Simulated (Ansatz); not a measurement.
H₁₈Si₁₁ (Si11H18 ring sphere)

```xyz
29

Si    0.1037   -2.1330   -1.9168
Si   -1.7844   -1.0310   -1.0417
Si    0.1648   -2.1333    2.1523
Si   -1.7202   -0.9940    1.3254
Si   -1.7962    1.1554   -1.9161
Si   -1.7675    1.2084    2.1516
Si    2.0464   -1.0828   -1.1009
Si    2.1789   -1.3158    1.2482
Si    2.0627    1.1920   -1.7068
Si    0.0840    2.3137   -1.1002
Si   -0.0516    2.5437    1.2491
H     0.1010   -3.5858   -1.5087
H     0.0757   -2.0617   -3.4237
H    -3.0376   -1.7549   -1.4741
H     0.0425   -3.5935    1.7926
H     0.1980   -2.0179    3.6568
H    -2.9529   -1.7068    1.8325
H    -1.7489    1.0962   -3.4231
H    -3.0561    1.8784   -1.5074
H    -3.0930    1.8316    1.7897
H    -1.6530    1.1801    3.6562
H     3.2630   -1.7361   -1.7146
H     3.2896   -2.2798    1.5854
H     2.5134    0.0104    1.8821
H     2.2425    1.2960   -3.2021
H     3.2362    1.8697   -1.0425
H     0.1253    3.6943   -1.7132
H     1.2638    2.1688    1.8830
H    -0.3300    3.9876    1.5872
```

Geometry: PBE-D4/def2-SVP.

Theory: RKS PBE0-D4/def2-TZVP (Ansatz 0.2.0).

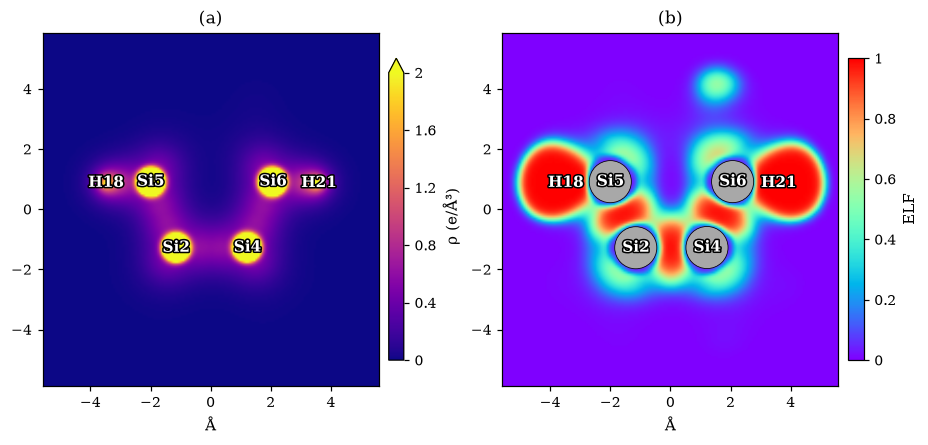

Figure 1. (a) electron density; (b) electron localisation function on the plane of atoms Si4, Si2 and Si5. Grey discs cover the atomic cores in the ELF map.

> Describe what can be read from this map.

The plane passes through Si and H nuclei.
Si–Si (2.37 Å): the density is about 0.58 e/Å³ at the midpoint; the ELF peaks at about 1 between the atoms (localised, covalent bonding).
Si–H (1.51 Å): ρ is about 0.76 e/Å³ halfway; the ELF climbs to about 1 towards the hydrogen, as it does in any bond to H.

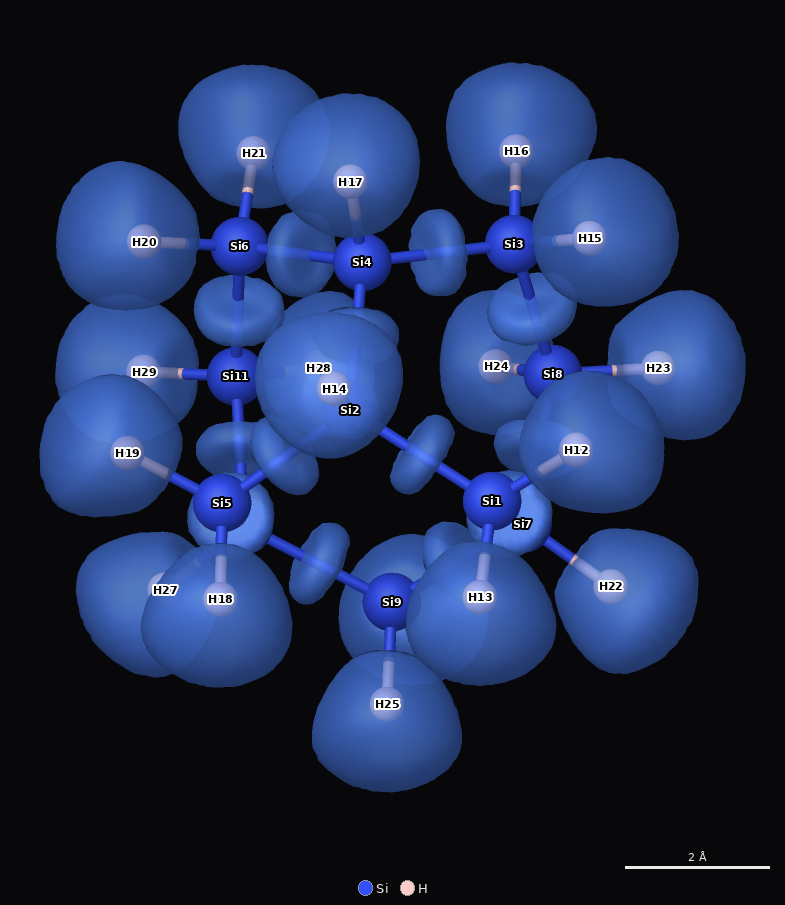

Figure 2. Isosurface of the ELF at 0.9 (blue), seen at an oblique angle. Only the valence region is drawn (cores and ρ < 0.01 e/Å³ removed).

> Describe the localisation domains.

The surface consists of 13 regions between bonded Si–Si atoms (shared pairs) and 18 regions around hydrogen nuclei. Along the contacts the grid gives the following. Si–Si (2.35 Å): the ELF peaks at about 1 between the atoms, as expected for a covalent bond.

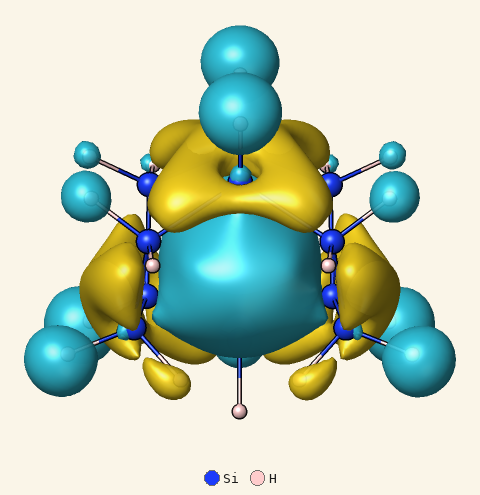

Figure 3. The LUMO at ±0.06 Å⁻³ᐟ² (yellow and cyan are the two phases), seen from one side.

> Where does this orbital lie, and at what energy?

It lies mainly on Si4 (about 10 %), Si2 (about 10 %), Si7 (about 10 %), Si10 (about 10 %), Si11 (about 10 %) and Si8 (about 10 %). Its energy is −1.55 eV.
